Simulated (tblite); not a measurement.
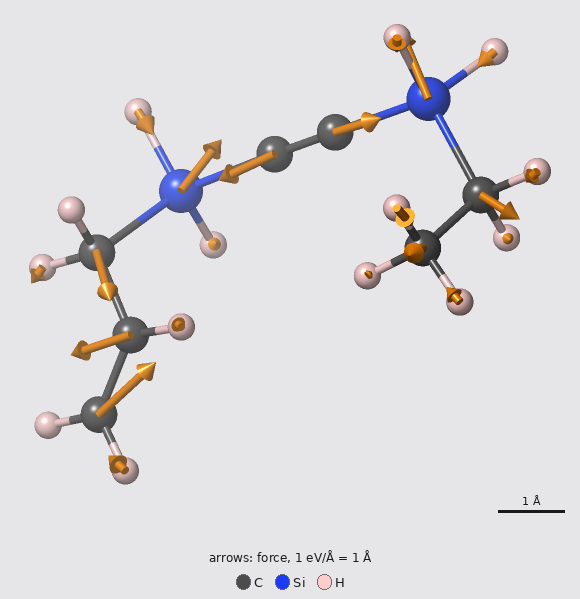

Starting geometry of C7H14Si2 with the computed forces as orange arrows. A ball-and-stick model, seen at a tilt.

Method: tblite, GFN2-xTB geometry optimisation, gas phase. 

### Is this structure relaxed? If not, where do the atoms go?

It isn't relaxed: the largest force vector, on a C atom, is 1.36 eV/Å. The final displacements have little in common with the starting forces (cosine between the two patterns 0.06). After 162 geometry steps the energy has fallen by 3.91 kcal/mol. An H atom moves most after the best rigid fit: 0.72 Å. Largest moves by element: H 0.72 Å, C 0.59 Å, Si 0.08 Å. Near-neighbour distances that change, for instance: C–C 1.524 → 1.486 Å, C–Si 1.868 → 1.906 Å, C–Si 1.879 → 1.916 Å, H–Si 1.505 → 1.469 Å. Bond angles that change, for instance: C–Si–C 112.3° → 106.8°, H–Si–H 107.5° → 111.8°, H–Si–H 107.4° → 111.1°.
